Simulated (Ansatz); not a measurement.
**[OF2]+ (SMILES F[O+]F) at 6 levels**

Aim: a comparison of 6 runs (U-r2SCAN/STO-3G, U-revPBE/STO-3G, UBCCD(T)/STO-3G, UCCSDT(Q)/STO-3G, UCCSDT/STO-3G, UCCSDTQ/STO-3G) of [OF2]+. 

The results are computed with Ansatz 0.2.0.

18 further runs of the same task are left out: 15 that didn't finish, 3 set aside as unsound or not needed.

## (1) The structure to begin with

The species is [OF2]+ (3 atoms), meant as a doublet with charge +1. As SMILES, `F[O+]F`. The O2–F1 distance was set to 1.622 Å, away from the relaxed value.

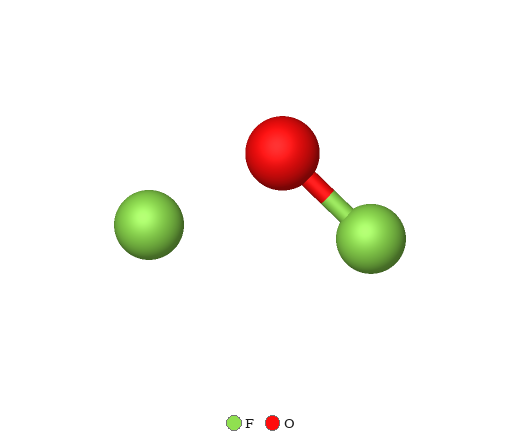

Viewed from a chosen angle; fluorine green, oxygen red.

## (2) A single-point energy at U-r2SCAN/STO-3G (run 1)

File job.yaml:

```yaml
basis:
  gaussian:
    orbitals: STO-3G
crystal:
  periodic: [false, false, false]
  atoms:
    - {symbol: F, position_ang: [1.150121, -0.512593, 0.577859]}
    - {symbol: O, position_ang: [0.000640, 0.505210, 0.055670]}
    - {symbol: F, position_ang: [-0.920840, -0.196190, -0.529090]}
total_charge: 1
magnetization:
  spin_polarized: true
  initial_magnetization: 1
hamiltonian:
  xc: {name: r2SCAN}
accuracy: high
```

The run is started by

```console
$ ansatz run job.yaml --threads 1 --pin off --max-ram 3480MiB --events-out events.jsonl --progress --plain --runs-dir runs
```

Log:

```text
Warning: RAYON_NUM_THREADS=1 ignored (pool sized by the plan → 1); use --threads N
Functional definition: r2SCAN
  name "r2SCAN"
  parameter k0 = 0.174
  parameter k1 = 0.065
  parameter a1 = 4.9479
  exchange = r2scan_x(k0 = k0, k1 = k1, a1 = a1)
  correlation = r2scan_c
250 factors; integrals over basis functions are off by at most 4.6e-8 eV
mean field evaluation 1: about -7354.4203 eV, gradient 2.3e1 eV
mean field evaluation 2: about -7178.7779 eV, gradient 8.4e1 eV
mean field evaluation 4: about -7340.1855 eV, gradient 4.2e1 eV
mean field evaluation 8: about -7358.2469 eV, gradient 1.7e-1 eV
mean field evaluation 16: about -7354.6369 eV, gradient 1.7e1 eV
mean field evaluation 32: about -7358.2472 eV, gradient 6.1e-9 eV
mean field evaluation 64: about -7356.6976 eV, gradient 5.6e0 eV
mean field -7358.24719274 eV, -270.4105967341 hartree, gradient 6.6e-8 eV, S^2 0.754699; 9 other end points of the search recorded, 0 dependent functions left out
reference -7358.24719285 eV, -270.4105967380 hartree; 13, 12 occupied and 2, 3 virtual orbitals, 250 factors
Total energy: -7358.24719285 eV, -270.4105967380 hartree
```

Run time: 8.1 s. Hardware: 1 thread of Arm Neoverse V2, shared host; peak memory 0.18 GiB.

## (3) The energy at U-revPBE/STO-3G (run 2)

File in.yaml:

```yaml
crystal:
  periodic: [false, false, false]
  atoms:
    - {symbol: F, position_ang: [1.150121, -0.512593, 0.577859]}
    - {symbol: O, position_ang: [0.000640, 0.505210, 0.055670]}
    - {symbol: F, position_ang: [-0.920840, -0.196190, -0.529090]}
basis:
  gaussian:
    orbitals: STO-3G
total_charge: 1
magnetization:
  spin_polarized: true
  initial_magnetization: 1
hamiltonian:
  xc: {name: revPBE}
accuracy: high
```

The run is started by

```console
$ ansatz run in.yaml --threads 1 --pin off --max-ram 3480MiB --events-out events.jsonl --progress --plain --runs-dir runs
```

Log:

```text
Warning: RAYON_NUM_THREADS=1 ignored (pool sized by the plan → 1); use --threads N
Functional definition: revPBE
  name "revPBE"
  parameter kappa = 1.245
  parameter beta = 0.06672455060314922
  exchange = pbe_x(kappa = kappa, mu = beta*pi^2/3)
  correlation = pbe_c(beta = beta)
250 factors; integrals over basis functions are off by at most 4.6e-8 eV
mean field evaluation 1: about -7355.7450 eV, gradient 2.2e1 eV
mean field evaluation 2: about -7177.5246 eV, gradient 8.3e1 eV
mean field evaluation 4: about -7337.6520 eV, gradient 4.6e1 eV
mean field evaluation 8: about -7359.1757 eV, gradient 1.7e-1 eV
mean field evaluation 16: about -7356.2927 eV, gradient 1.4e1 eV
mean field evaluation 32: about -7359.1723 eV, gradient 5.7e-1 eV
mean field -7359.17601760 eV, -270.4447304181 hartree, gradient 2.7e-8 eV, S^2 0.750168; 6 other end points of the search recorded, 0 dependent functions left out
reference -7359.17601827 eV, -270.4447304429 hartree; 13, 12 occupied and 2, 3 virtual orbitals, 250 factors
Total energy: -7359.17601827 eV, -270.4447304429 hartree
```

It took 2.2 s on 1 thread of Arm Neoverse V2, shared host; peak memory 0.11 GiB.

Run 3 isn't shown in full; the table further down has it.

## (4) The energy at UCCSDT(Q)/STO-3G (run 4)

File molecule.yaml:

```yaml
basis:
  gaussian: {orbitals: STO-3G}
crystal:
  periodic: [false, false, false]
  atoms:
    - {symbol: F, position_ang: [1.150121, -0.512593, 0.577859]}
    - {symbol: O, position_ang: [0.000640, 0.505210, 0.055670]}
    - {symbol: F, position_ang: [-0.920840, -0.196190, -0.529090]}
total_charge: 1
magnetization: {spin_polarized: true, initial_magnetization: 1}
correlation: {method: ccsdt_q, frozen_orbitals: {F: 1, O: 1}}
accuracy: high
scf: {omitted_lower_state_checks: [cluster_reference, increment]}
```

The run is started by

```console
$ ansatz run molecule.yaml --threads 1 --pin off --max-ram 3480MiB --events-out events.jsonl --progress --plain --runs-dir runs
```

Log:

```text
Warning: RAYON_NUM_THREADS=1 ignored (pool sized by the plan → 1); use --threads N
[... 20 lines left out ...]
3 core orbitals not correlated: weight in the atoms' cores, before any rotation towards them, 1.000 or more for the frozen orbitals, at most 0.000 for the correlated occupied ones
[... 73 lines left out ...]
Total energy: -7335.90240863 eV, -269.5894410640 hartree
Checks for a lower state left out: cluster_reference, increment
```

Wall time 1.2 s (1 thread of Arm Neoverse V2, shared host); peak memory 0.098 GiB.

Run 5 isn't shown in full; the table further down has it.

## (5) The energy at UCCSDTQ/STO-3G (run 6)

in.yaml: that of step 3 with these lines changed.

```diff
@@ -13,4 +13,7 @@
   initial_magnetization: 1
-hamiltonian:
-  xc: {name: revPBE}
+correlation:
+  method: ccsdtq
+  frozen_orbitals: {F: 1, O: 1}
 accuracy: high
+scf:
+  omitted_lower_state_checks: [cluster_reference, increment]
```

The run is started by

```console
$ ansatz run in.yaml --threads 1 --pin off --max-ram 3480MiB --events-out events.jsonl --progress --plain --runs-dir runs
```

Log:

```text
Warning: RAYON_NUM_THREADS=1 ignored (pool sized by the plan → 1); use --threads N
[... 20 lines left out ...]
3 core orbitals not correlated: weight in the atoms' cores, before any rotation towards them, 1.000 or more for the frozen orbitals, at most 0.000 for the correlated occupied ones
[... 81 lines left out ...]
Total energy: -7335.90695440 eV, -269.5896081177 hartree
Checks for a lower state left out: cluster_reference, increment
```

Run time: 79 s. Hardware: 1 thread of Arm Neoverse V2, shared host; peak memory 0.56 GiB.

## (6) All runs side by side

```csv
run,level,frozen core orbitals,energy (Eh),⟨S²⟩,wall time
1,U-r2SCAN/STO-3G,–,-270.410597,0.755,8.1 s
2,U-revPBE/STO-3G,–,-270.444730,0.750,2.2 s
3,UBCCD(T)/STO-3G,3,-269.584223,1.401,0.66 s
4,UCCSDT(Q)/STO-3G,3,-269.589441,1.401,1.2 s
5,UCCSDT/STO-3G,3,-269.588052,1.401,0.92 s
6,UCCSDTQ/STO-3G,3,-269.589608,1.401,79 s
```

## (7) What came out

```
                                          quantity          value
                               run 6: total energy  -269.58961 Eh
run 6: correlation energy (3 core orbitals frozen)     -147.5 mEh
          run 6: ⟨S²⟩ of the reference determinant          1.401
                              run 6: T1 diagnostic          0.086
```

In words: Totals of different functionals can't be ranked against each other. In runs 1, 2, 3, 4, 5, 6 the basis is minimal, so the values are rough. Spin contamination of the reference: run 3 ⟨S²⟩ = 1.40, run 4 ⟨S²⟩ = 1.40, run 5 ⟨S²⟩ = 1.40, run 6 ⟨S²⟩ = 1.40. Where it is this large, the reference is a mixture of spin states, and values that rest on it are in doubt. All runs together took 92 s, the longest 79 s.
